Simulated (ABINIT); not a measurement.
## A GW chain in ABINIT: LiHF2 (C2/m)

Aim: the G0W0 gap of LiHF2 (C2/m) on PBEsol, step by step.

Program: ABINIT 10.8.3. Level of theory: PBEsol and many-body steps on it, plane waves. Results are calculated unless marked as measured.

## 1. The starting structure

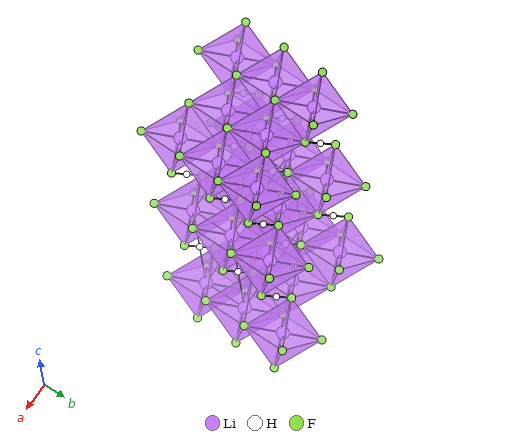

The starting structure, seen from a free direction (lithium purple, hydrogen white, fluorine green). 1×2×2 cells are drawn. This picture shows the conventional cell, with its axes. Some periodic images of atoms are drawn too.

The cell and positions are those that the Materials Project relaxed with its own functionals (PBE, PBE+U or r2SCAN), kept fixed.

## 2. Ground state

This step: ABINIT 10.8.3; DFT, PBEsol, plane waves, norm-conserving pseudopotentials.

The ground-state density comes first.

run.abi reads:

```
acell 3*1.0 Angstrom
rprim 
  2.547496000000 -1.534899000000 0.000000000000
  2.547496000000 1.534899000000 0.000000000000
  -2.526944000000 -0.000000000000 4.201520000000
ntypat 3
znucl 3 1 9
natom 4
typat 1 2 3 3
xred 
  0.000000000000 0.000000000000 0.000000000000
  0.000000000000 0.000000000000 0.500000000000
  0.209803000000 0.209803000000 0.750702000000
  0.790197000000 0.790197000000 0.249298000000
pp_dirpath "pseudos"
pseudos "Li.upf, H.upf, F.upf"
ecut 36
ngkpt 8 8 6
nshiftk 1
shiftk 0 0 0
kptopt 1
chksymbreak 0
nband 15
occopt 1
tolvrs 1e-10
nstep 60
prtwf 0
optforces 0
optstress 0
indata_prefix "in"
outdata_prefix "out"
tmpdata_prefix "tmp"
```

On the command line:

```
$ OMP_NUM_THREADS=1 mpirun -n 4 abinit run.abi > log
```

Numbers of over 12 decimals in the logs are rounded to 6 here.

Log:

```text
.Version 10.8.3 of ABINIT. v10.8.2 released Aug 2026.

 Symmetries : space group C2/m (# 12); Bravais mC (1-face-center monocl.)
================================================================================
 Values of the parameters that define the memory need of the present run
     intxc =       0    ionmov =       0      iscf =       7    lmnmax =       5
     lnmax =       5     mgfft =      54  mpssoang =       3    mqgrid =    3001
     natom =       4  nloc_mem =       1    nspden =       1   nspinor =       1
    nsppol =       1      nsym =       4    n1xccc =    2501    ntypat =       3
    occopt =       1   xclevel =       2
-    mband =          15        mffmem =           1         mkmem =          29
       mpw =        2308          nfft =       55296          nkpt =         114
================================================================================
  Rough estimation (10% accuracy) of disk space for files :
================================================================================

--------------------------------------------------------------------------------
------------- Echo of variables that govern the present computation ------------
--------------------------------------------------------------------------------
 -outvars: echo values of preprocessed input variables --------
            acell      1.8897261259E+00  1.8897261259E+00  1.8897261259E+00 Bohr

      chksymbreak           0
             ecut      3.60000000E+01 Hartree
-          fftalg         312

              ixc     -116133
              kpt      0.00000000E+00  0.00000000E+00  0.00000000E+00
                       1.25000000E-01  0.00000000E+00  0.00000000E+00
                       2.50000000E-01  0.00000000E+00  0.00000000E+00
                       3.75000000E-01  0.00000000E+00  0.00000000E+00
                       5.00000000E-01  0.00000000E+00  0.00000000E+00
                       1.25000000E-01  1.25000000E-01  0.00000000E+00
                       2.50000000E-01  1.25000000E-01  0.00000000E+00
                       3.75000000E-01  1.25000000E-01  0.00000000E+00
                       5.00000000E-01  1.25000000E-01  0.00000000E+00
   [... 39 further rows ...]
                      -3.75000000E-01  5.00000000E-01  1.66666667E-01
                      -2.50000000E-01  5.00000000E-01  1.66666667E-01
                       outvar_i_n : Printing only first  50 k-points.
         kptrlatt        8    0    0      0    8    0      0    0    6
          kptrlen      4.49628416E+01
P           mkmem          29
            natom           4
            nband          15
            ngfft          32      32      54
             nkpt         114
            nstep          60
             nsym           4
           ntypat           3
              occ      2.000000  2.000000  2.000000  2.000000  2.000000  2.000000
                       2.000000  2.000000  2.000000  0.000000  0.000000  0.000000
[...]
optforces           0
        optstress           0
            prtwf           0
            rprim      2.5474960000E+00 -1.5348990000E+00  0.0000000000E+00
[...]
spgroup          12

           tolvrs      1.00000000E-10

             xred      0.0000000000E+00  0.0000000000E+00  0.0000000000E+00
[...]
znucl        3.00000    1.00000    9.00000

================================================================================

 chkinp: Checking input parameters for consistency.

================================================================================
== DATASET  1 ==================================================================
-   mpi_nproc: 4, omp_nthreads: 1 (-1 if OMP is not activated)

--- !DatasetInfo
iteration_state: {dtset: 1, }
dimensions: {natom: 4, nkpt: 114, mband: 15, nsppol: 1, nspinor: 1, nspden: 1, mpw: 2308, }
cutoff_energies: {ecut:  36.0, pawecutdg:  -1.0, }
electrons: {nelect:   1.80000000E+01, charge:   0.00000000E+00, occopt:   1.00000000E+00, tsmear:   1.00000000E-02, }

 Real(R)+Recip(G) space primitive vectors, cartesian coordinates (Bohr,Bohr^-1):
 R(1)=  4.8140697 -2.9005387  0.0000000  G(1)=  0.1038622 -0.1723818  0.0624664
 R(2)=  4.8140697  2.9005387  0.0000000  G(2)=  0.1038622  0.1723818  0.0624664
 R(3)= -4.7752321  0.0000000  7.9397221  G(3)=  0.0000000  0.0000000  0.1259490
 Unit cell volume ucvol=  2.2173096E+02 bohr^3
 Angles (23,13,12)=  1.16197186E+02  1.16197186E+02  6.21390048E+01 degrees

 getcut: wavevector=  0.0000  0.0000  0.0000  ngfft=  32  32  54
         ecut(hartree)=     36.000   => boxcut(ratio)=   2.10945

--- Pseudopotential description ------------------------------------------------
- Li Generated using ONCVPSP code by D. R. Hamann
-  3.00000   3.00000  180301                  znucl, zion, pspdat
12 -116133 1 -1 1944                          pspcod,pspxc,lmax,lloc,mmax
     nproj     2     2     0
  pspatm : epsatm=    2.60875052
         --- l  ekb(1:nproj) -->
[...]
pspatm: atomic psp has been read  and splines computed

- H Generated using ONCVPSP code by D. R. Hamann
-  1.00000   1.00000  180301                  znucl, zion, pspdat
12 -116133 1 -1 1180                          pspcod,pspxc,lmax,lloc,mmax
     nproj     2     1     0
  pspatm : epsatm=    0.35585368
         --- l  ekb(1:nproj) -->
[...]
1   -0.494138
 pspatm: atomic psp has been read  and splines computed

- F Generated using ONCVPSP code by D. R. Hamann
-  9.00000   7.00000  180301                  znucl, zion, pspdat
12 -116133 2 -1 832                           pspcod,pspxc,lmax,lloc,mmax
     nproj     2     2     1
  pspatm : epsatm=    4.89824381
         --- l  ekb(1:nproj) -->
[...]
2   -2.394754
 pspatm: atomic psp has been read  and splines computed

   2.29699653E+02                                ecore*ucvol(ha*bohr**3)
--------------------------------------------------------------------------------

_setup2: Arith. and geom. avg. npw (full set) are    2287.674    2287.660

================================================================================

--- !BeginCycle
iteration_state: {dtset: 1, }
solver: {iscf: 7, nstep: 60, nline: 4, wfoptalg: 0, }
tolerances: {tolvrs: 1.00E-10, }

     iter   Etot(hartree)      deltaE(h)  residm     vres2
 ETOT  1  -56.940342697907    -5.694E+01 7.718E-02 1.915E+02
 ETOT  2  -56.975742208849    -3.540E-02 2.588E-02 1.155E+02
 ETOT  3  -57.019963647304    -4.422E-02 3.500E-03 2.977E+00
 ETOT  4  -57.020605962096    -6.423E-04 9.599E-04 1.286E-01
 ETOT  5  -57.020611170242    -5.208E-06 1.125E-04 6.626E-03
 ETOT  6  -57.020611460289    -2.900E-07 2.089E-04 2.325E-04
 ETOT  7  -57.020611475963    -1.567E-08 2.552E-05 6.574E-06
 ETOT  8  -57.020611476808    -8.453E-10 4.575E-05 1.192E-07
 ETOT  9  -57.020611476811    -3.467E-12 5.097E-06 4.513E-09
 ETOT 10  -57.020611476812    -8.384E-13 9.322E-06 4.072E-11

 At SCF step   10       vres2   =  4.07E-11 < tolvrs=  1.00E-10 =>converged.

--- !ResultsGS
iteration_state: {dtset: 1, }
comment   : Summary of ground state results
lattice_vectors:
- [  4.8140697,  -2.9005387,   0.0000000, ]
- [  4.8140697,   2.9005387,   0.0000000, ]
- [ -4.7752321,  -0.0000000,   7.9397221, ]
lattice_lengths: [   5.62036,    5.62036,    9.26510, ]
lattice_angles: [116.197, 116.197,  62.139, ] # degrees, (23, 13, 12)
lattice_volume:   2.2173096E+02
convergence: {deltae: -8.384E-13, res2:  4.072E-11, residm:  9.322E-06, diffor:  0.000E+00, }
etotal    :  -5.70206115E+01
entropy   :   0.00000000E+00
fermie    :  -9.54477673E-02
cartesian_stress_tensor: null
pressure_GPa: null
xred      :
- [  0.0000E+00,   0.0000E+00,   0.0000E+00, Li]
- [ -1.8873E-18,  -1.8873E-18,   5.0000E-01,  H]
- [  2.0980E-01,   2.0980E-01,   7.5070E-01,  F]
- [  7.9020E-01,   7.9020E-01,   2.4930E-01,  F]
cartesian_forces: null
force_length_stats: {min: null, max: null, mean: null, }

 Integrated electronic density in atomic spheres:
 ------------------------------------------------
 Atom  Sphere_radius  Integrated_density
[...]
4        2.00000          7.13882862
================================================================================

 ----iterations are completed or convergence reached----

 Mean square residual over all n,k,spin=   58.081E-10; max=  93.220E-07
 reduced coordinates (array xred) for    4 atoms
       0.000000000000      0.000000000000      0.000000000000
      -0.000000000000     -0.000000000000      0.500000000000
       0.209803000000      0.209803000000      0.750702000000
       0.790197000000      0.790197000000      0.249298000000
 rms dE/dt=  0.0000E+00; max dE/dt=  0.0000E+00; dE/dt below (all hartree)
    1       0.000000000000      0.000000000000      0.000000000000
    2       0.000000000000      0.000000000000      0.000000000000
    3       0.000000000000      0.000000000000      0.000000000000
    4       0.000000000000      0.000000000000      0.000000000000

 cartesian coordinates (angstrom) at end:
    1      0.000000     0.000000     0.000000
    2     -1.263472    -0.000000     2.100760
    3     -0.828037    -0.000000     3.154089
    4      3.396085     0.000000     1.047431
 length scales=  1.889726125908  1.889726125908  1.889726125908 bohr
              =  1.000000000000  1.000000000000  1.000000000000 angstroms
 prteigrs : about to open file out_EIG
 Fermi (or HOMO) energy (hartree) =  -0.09545   Average Vxc (hartree)=  -0.34672
 Eigenvalues (hartree) for nkpt= 114  k points:
 kpt#   1, nband= 15, wtk=  0.00260, kpt=  0.0000  0.0000  0.0000 (reduced coord)
  -1.56146   -0.85973   -0.80305   -0.29430   -0.10859   -0.10728   -0.10442   -0.10324
  -0.10010    0.21342    0.37287    0.55164    0.60248    0.60363    0.63679
 prteigrs : prtvol=0 or 1, do not print more k-points.

--- !EnergyTerms
iteration_state     : {dtset: 1, }
comment             : Components of total free energy in Hartree
kinetic             :  3.81129825162862E+01
hartree             :  1.73052788317714E+01
xc                  : -1.28922123458205E+01
Ewald energy        : -3.45370259623522E+01
psp_core            :  1.03593854325274E+00
local_psp           : -5.61734467060159E+01
non_local_psp       : -9.87212635393408E+00
total_energy        : -5.70206114768123E+01
total_energy_eV     : -1.55160988287756E+03
band_energy         : -8.27201961937264E+00

== END DATASET(S) ==============================================================
================================================================================

 -outvars: echo values of variables after computation  --------
           etotal     -5.7020611477E+01
            nband          15
             nkpt         114
          spgroup          12
 [... the other variables as echoed above ...]

 Calculation completed.
```

The job ended after 30 s (4 MPI ranks of Arm Neoverse V1, shared host; peak memory 0.33 GiB; 2 min of CPU time).

This step gave:

| Property | Result |
| --- | --- |
| total energy | -1551.6099 eV |
| gap | 8.405 eV |
| k of the valence top | 0.125, 0.125, 0.3333 |
| k of the conduction bottom | 0, 0, 0 |
| least direct gap | 8.531 eV |

The gap is indirect, with the least direct gap 0.13 eV higher.

[end of part 1 of 3]

[Paths, hosts, dates, memory and timing lines, banners, echoed tables and standing remarks are left out of the program output.]

[Logs are printed without paths, hosts, clocks, repeated set-up lines and the standing remarks that a program may print on its own settings, such as how far it seeks lower states.]

[Runs of the session that timed out or met a known fault of the program may be left out.]

[Hosts, paths, dates, database ids (printed as entryN), source tags and the programs' standing remarks are cut or masked in the printed files.]

[G0W0 gaps are taken among the corrected bands and points alone; a level outside them can change the order at an edge.]

[Where Ansatz stands beside ABINIT at settings called matched, ABINIT's density can come from a denser mesh and the files from another edition; pairs whose starting gaps differed by over 0.03 eV were left out, so agreement reads better than it is.]
